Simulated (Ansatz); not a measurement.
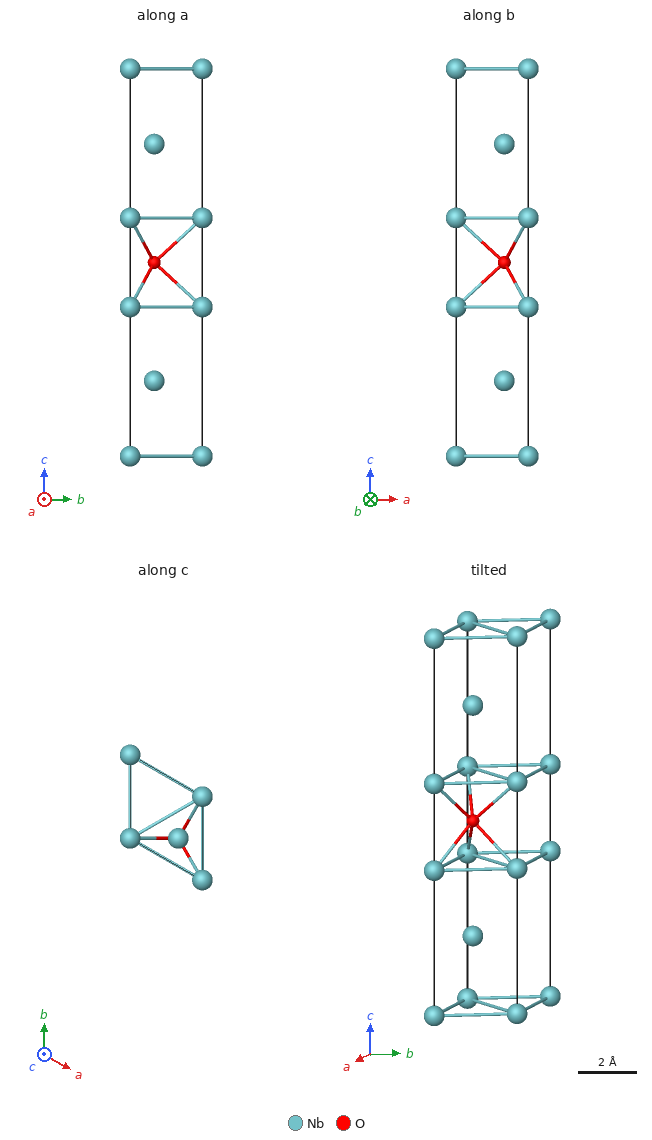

View along the a axis, along the b axis, along the c axis and slightly off an axis, drawn as a ball-and-stick model. The wireframe shows the conventional unit cell.

Lattice parameters: a = 2.8946 Å, b = 2.8946 Å, c = 13.4390 Å, α = 90.000°, β = 90.000°, γ = 120.000°.

Write down what is shown as a CIF in P1 with every atom of the cell, with free fractional coordinates to two decimals.

Answer.
```cif
data_structure
_symmetry_space_group_name_H-M 'P 1'
_symmetry_Int_Tables_number 1
_cell_length_a 2.8946
_cell_length_b 2.8946
_cell_length_c 13.4390
_cell_angle_alpha 90.000
_cell_angle_beta 90.000
_cell_angle_gamma 120.000
_cell_volume 97.52
loop_
_atom_site_label
_atom_site_type_symbol
_atom_site_fract_x
_atom_site_fract_y
_atom_site_fract_z
_atom_site_occupancy
Nb1 Nb 0.00 0.00 0.38 1
Nb2 Nb 0.6667 0.3333 0.19 1
Nb3 Nb 0.00 0.00 0.00 1
Nb4 Nb 0.6667 0.3333 0.81 1
Nb5 Nb 0.00 0.00 0.62 1
O1 O 0.6667 0.3333 0.50 1
```

Origin of the cell: a structure type filled with these elements by a generator (whether the compound takes this form wasn't checked). Relaxation method: DFT PBE, scalar-relativistic, plane waves, PAW in Ansatz 0.2.0.
